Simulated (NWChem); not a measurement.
# GeTe (SMILES [Ge][Te]): levels of theory compared

Wanted: a comparison of 6 runs (BLYP/def2-TZVP, M06-L/def2-TZVP, PBE0/def2-TZVP, SVWN5/def2-TZVP, r2SCAN/def2-TZVP, revPBE/def2-TZVP) of GeTe. 

The results are computed with NWChem 7.3.0.

## Step 1: The structure to begin with

The species is GeTe (2 atoms), meant as a singlet with charge 0. As SMILES, `[Ge][Te]`. The bond length is the measured one.

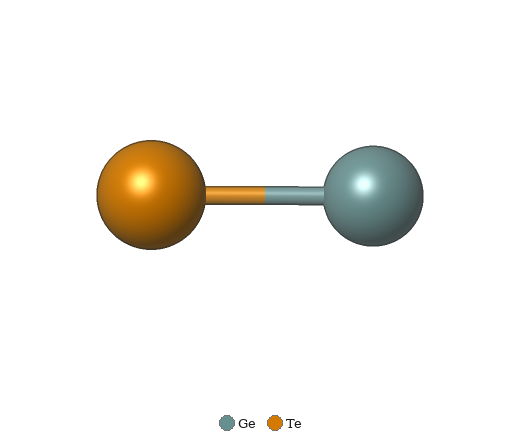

The structure, seen from a chosen angle (germanium teal, tellurium orange).

## Step 2: Energy and forces at BLYP/def2-TZVP (core potential) (run 1)

The input, test.nw:

```
start test
title "GeTe BLYP"
memory total 2200 mb

geometry units angstrom noautosym nocenter noautoz
   Ge    0.000000    0.000000    0.000000
   Te    0.000000    0.000000    2.340165
end

basis spherical bse
   * library def2-TZVP
end

ecp bse
   Te library def2-TZVP
end

dft
   xc becke88 lyp
   mult 1
   grid fine
   convergence energy 1e-08
   maxiter 100
   mulliken
   print medium
end

task dft gradient
```

Launch:

```sh
$ nwchem test.nw > test.out
```

Output:

```text
[...]
          Wavefunction type:  closed shell.
          No. of atoms     :     2
          No. of electrons :    56
[...]
          Charge           :     0
          Spin multiplicity:     1
[...]
          AO basis - number of functions:    98
[...]
              XC Information
              --------------
                    Becke 1988 Exchange Functional  1.000
              Lee-Yang-Parr Correlation Functional  1.000
[...]
 d= 0,ls=0.0,diis     1  -2345.0011771422 -2.52D+03  2.51D-02  8.41D-01     3.9
[...]
 d= 0,ls=0.0,diis    12  -2345.0836820936 -2.02D-10  1.88D-07  4.63D-10    32.1
         Total DFT energy =    -2345.083682093573
      One electron energy =    -3707.947561728042
           Coulomb energy =     1288.967790134116
    Exchange-Corr. energy =      -99.770351640236
 Nuclear repulsion energy =      173.666441140590
[...]
      Total Density - Mulliken Population Analysis
     ---------------------------------------------
    Atom       Charge   Shell Charges
 -----------   ------   -------------------------------------------------------
    1 Ge  32    31.89   2.00  2.00  1.19  0.77  1.18  0.76  5.98  4.44  1.55  1.03  0.90  8.81  1.09  0.11  0.07  0.01
    2 Te  24    24.11   0.29 -0.87  1.63  0.95  1.21  0.70 -0.51  6.47  1.21  2.08  0.90  8.99  0.99  0.06  0.00  0.01
[...]
  wavefunction    = closed shell
                         DFT ENERGY GRADIENTS
    atom               coordinates                        gradient
                 x          y          z           x          y          z
   1 Ge      0.000000   0.000000   0.000000    0.000000  -0.000000   0.016803
   2 Te      0.000000   0.000000   4.422271   -0.000000   0.000000  -0.016803
[...]
```

Wall time 46 s (1 thread of Intel Xeon Platinum 8488C (Sapphire Rapids), shared host); peak memory 0.12 GiB.

## Step 3: Energy and forces at M06-L/def2-TZVP (core potential) (run 2)

The input, gete.xyz:

```xyz
2
GeTe
Ge     0.000000     0.000000     0.000000
Te     0.000000     0.000000     2.340165
```

The input, gete.nw:

```
echo
start gete
title "GeTe"
memory total 2200 mb
geometry noautosym nocenter noautoz
  load gete.xyz
end
basis spherical bse
  Ge library def2-TZVP
  Te library def2-TZVP
end
ecp bse
  Te library def2-TZVP
end
dft
  xc m06-l
  grid fine
  convergence energy 1e-08
  iterations 100
  mulliken
end
task dft gradient
```

Launch:

```sh
$ nwchem gete.nw > gete.out
```

Output:

```text
[...]
          Wavefunction type:  closed shell.
          No. of atoms     :     2
          No. of electrons :    56
[...]
          Charge           :     0
          Spin multiplicity:     1
[...]
          AO basis - number of functions:    98
[...]
              XC Information
              --------------
                        M06-L Method XC Functional
                         M06-L Exchange Functional  1.000
                       M06-L Correlation Potential  1.000
[...]
 d= 0,ls=0.0,diis     1  -2345.1171416384 -2.52D+03  2.45D-02  5.76D-01     4.3
[...]
 d= 0,ls=0.0,diis    15  -2345.1769281535 -7.78D-10  6.65D-07  1.79D-10    41.9
         Total DFT energy =    -2345.176928153528
      One electron energy =    -3708.951339803235
           Coulomb energy =     1290.066490424985
    Exchange-Corr. energy =      -99.958519915867
 Nuclear repulsion energy =      173.666441140590
[...]
      Total Density - Mulliken Population Analysis
     ---------------------------------------------
    Atom       Charge   Shell Charges
 -----------   ------   -------------------------------------------------------
    1 Ge  32    31.89   2.00  2.00  1.20  0.76  1.08  0.84  5.98  4.45  1.55  0.99  0.92  8.85  1.06  0.11  0.07  0.01
    2 Te  24    24.11   0.29 -0.85  1.60  0.98  1.11  0.82 -0.51  6.47  1.13  2.20  0.82  9.05  0.92  0.07  0.00  0.01
[...]
  wavefunction    = closed shell
                         DFT ENERGY GRADIENTS
    atom               coordinates                        gradient
                 x          y          z           x          y          z
   1 Ge      0.000000   0.000000   0.000000   -0.000000  -0.000000   0.007682
   2 Te      0.000000   0.000000   4.422271    0.000000   0.000000  -0.007682
[...]
```

Wall time 56 s (1 thread of Intel Xeon Platinum 8488C (Sapphire Rapids), shared host); peak memory 0.12 GiB.

## Step 4: Energy and forces at PBE0/def2-TZVP (core potential) (run 3)

The input, mol.nw:

```
start mol
title "GeTe gradient"
memory stack 880 mb heap 220 mb global 1100 mb
geometry units angstroms noautosym nocenter noautoz
  Ge    0.000000    0.000000    0.000000
  Te    0.000000    0.000000    2.340165
end
basis spherical bse
  Ge library def2-TZVP
  Te library def2-TZVP
end
ecp bse
  Te library def2-TZVP
end
dft
  xc pbe0
  grid fine
  convergence energy 1e-08
  maxiter 100
  mulliken
end
task dft gradient
```

Launch:

```sh
$ nwchem mol.nw > mol.out
```

Output:

```text
[...]
          Wavefunction type:  closed shell.
          No. of atoms     :     2
          No. of electrons :    56
[...]
          Charge           :     0
          Spin multiplicity:     1
[...]
          AO basis - number of functions:    98
[...]
              XC Information
              --------------
                         PBE0 Method XC Functional
                     Hartree-Fock (Exact) Exchange  0.250
          PerdewBurkeErnzerhof Exchange Functional  0.750
            Perdew 1991 LDA Correlation Functional  1.000 local
           PerdewBurkeErnz. Correlation Functional  1.000 non-local
[...]
 d= 0,ls=0.0,diis     1  -2344.7483898833 -2.52D+03  1.75D-02  4.90D-01     3.9
[...]
 d= 0,ls=0.0,diis    11  -2344.8109243926 -8.19D-11  5.74D-08  2.97D-11    28.4
         Total DFT energy =    -2344.810924392558
      One electron energy =    -3708.558170961813
           Coulomb energy =     1289.632470028920
    Exchange-Corr. energy =      -99.551664600255
 Nuclear repulsion energy =      173.666441140590
[...]
  wavefunction    = closed shell
                         DFT ENERGY GRADIENTS
    atom               coordinates                        gradient
                 x          y          z           x          y          z
   1 Ge      0.000000   0.000000   0.000000   -0.000000  -0.000000  -0.000617
   2 Te      0.000000   0.000000   4.422271    0.000000   0.000000   0.000617
[...]
```

It took 42 s on 1 thread of Intel Xeon Platinum 8488C (Sapphire Rapids), shared host; peak memory 0.12 GiB.

Runs 4 to 5 aren't shown in full; the table further down has their settings and results.

## Step 5: Energy and forces at revPBE/def2-TZVP (core potential) (run 6)

The input, gete.nw:

```
start gete
title "GeTe"
memory stack 880 mb heap 220 mb global 1100 mb

geometry units angstroms noautosym nocenter noautoz
  Ge       0.000000       0.000000       0.000000
  Te       0.000000       0.000000       2.340165
end

basis "ao basis" spherical bse
  Ge library def2-TZVP
  Te library def2-TZVP
end

ecp bse
  Te library def2-TZVP
end

dft
  xc revpbe cpbe96
  grid fine
  convergence energy 1e-08
  maxiter 100
  mulliken
end

task dft gradient
```

Launch:

```sh
$ nwchem gete.nw > gete.out
```

Output:

```text
[...]
          Wavefunction type:  closed shell.
          No. of atoms     :     2
          No. of electrons :    56
[...]
          Charge           :     0
          Spin multiplicity:     1
[...]
          AO basis - number of functions:    98
[...]
              XC Information
              --------------
                        RevPBE Exchange Functional  1.000
            Perdew 1991 LDA Correlation Functional  1.000 local
           PerdewBurkeErnz. Correlation Functional  1.000 non-local
[...]
 d= 0,ls=0.0,diis     1  -2344.8781444085 -2.52D+03  2.37D-02  7.53D-01     4.1
[...]
 d= 0,ls=0.0,diis    12  -2344.9538335101 -3.20D-10  1.02D-07  1.45D-10    31.7
         Total DFT energy =    -2344.953833510125
      One electron energy =    -3708.180875633170
           Coulomb energy =     1289.216521496684
    Exchange-Corr. energy =      -99.655920514228
 Nuclear repulsion energy =      173.666441140590
[...]
      Total Density - Mulliken Population Analysis
     ---------------------------------------------
    Atom       Charge   Shell Charges
 -----------   ------   -------------------------------------------------------
    1 Ge  32    31.85   2.00  2.00  1.18  0.77  1.14  0.81  5.98  4.44  1.56  1.02  0.85  8.83  1.08  0.11  0.07  0.01
    2 Te  24    24.15   0.29 -0.86  1.62  0.96  1.18  0.75 -0.51  6.47  1.16  2.22  0.82  9.00  0.97  0.07  0.00  0.01
[...]
  wavefunction    = closed shell
                         DFT ENERGY GRADIENTS
    atom               coordinates                        gradient
                 x          y          z           x          y          z
   1 Ge      0.000000   0.000000   0.000000    0.000000  -0.000000   0.012511
   2 Te      0.000000   0.000000   4.422271   -0.000000   0.000000  -0.012511
[...]
```

It took 45 s on 1 thread of Intel Xeon Platinum 8488C (Sapphire Rapids), shared host; peak memory 0.12 GiB.

## Step 6: The series

| run | level | energy (Eh) | dipole moment (D) | HOMO energy (eV) | LUMO energy (eV) | wall time |
| --- | --- | --- | --- | --- | --- | --- |
| 1 | BLYP/def2-TZVP (core potential) | -2345.083682 | 1.05 | -5.97 | -3.10 | 46 s |
| 2 | M06-L/def2-TZVP (core potential) | -2345.176928 | 0.62 | -6.15 | -2.99 | 56 s |
| 3 | PBE0/def2-TZVP (core potential) | -2344.810924 | 1.24 | -7.06 | -2.58 | 42 s |
| 4 | SVWN5/def2-TZVP (core potential) | -2341.547741 | 1.00 | -6.35 | -3.44 | 39 s |
| 5 | r2SCAN/def2-TZVP (core potential) | -2345.156691 | 1.01 | -6.45 | -3.24 | 45 s |
| 6 | revPBE/def2-TZVP (core potential) | -2344.953834 | 1.01 | -6.11 | -3.17 | 45 s |

## Step 7: Results

| quantity | value |
| --- | --- |
| run 6: total energy | -2344.95383 Eh |
| run 6: dipole moment | 1.01 D |
| run 6: HOMO energy | -6.11 eV |
| run 6: LUMO energy | -3.17 eV |
| run 6: HOMO–LUMO gap | 2.95 eV |
| run 6: largest force on an atom | 0.643 eV/Å |

What this shows: The dipole moment (its size) runs from 0.62 D (M06-L/def2-TZVP) to 1.24 D (PBE0/def2-TZVP). The HOMO–LUMO gap runs from 2.87 eV (BLYP/def2-TZVP) to 4.48 eV (PBE0/def2-TZVP). Totals of different functionals can't be ranked against each other. All runs together took 4.6 min, the longest 56 s.
